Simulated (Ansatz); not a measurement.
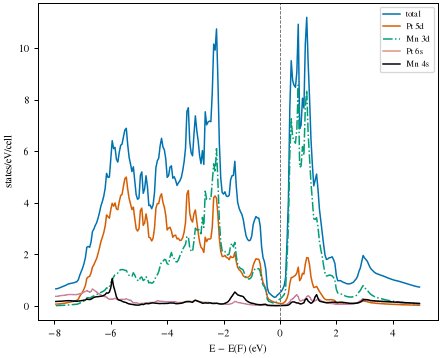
Figure. Total and projected density of states of MnPt (L1₀ or tetragonal B2, P4/mmm), DFT-PBEsol in the program Ansatz with PAW potentials

Q: Which orbitals carry the states next to the Fermi level?

A: Within 0.5 eV of the Fermi level: Mn 3d 70 %, Pt 5d 16 %, outside the projected shells 9 %. Projections are on Löwdin-orthogonalised atomic valence shells; empty p or d shells of many metals are not among them.

Q: Where is the tallest occupied peak in this window, and what makes it?

A: Near -2.2 eV, about 11 states/eV per cell; the largest projected share is Mn 3d.

The start of the workflow was typed in or built on a structure type; the Crystallography Open Database files this formula in space group No. 123, but the cells were not matched. Its standing as an ambient phase is unchecked. The cell was relaxed with PBEsol under the symmetry of its start, as lowered by the spin order; its stability against distortions is not shown here. Magnetic state: antiferromagnetic, chosen from 5 collinear starts compared on coarse meshes (ties went to the first, and starts can fall back to one state), not a proven ground state. Scalar-relativistic: spin–orbit coupling is off unless named, which matters more the heavier the elements.

Potentials: the later of the program's two PAW sets.
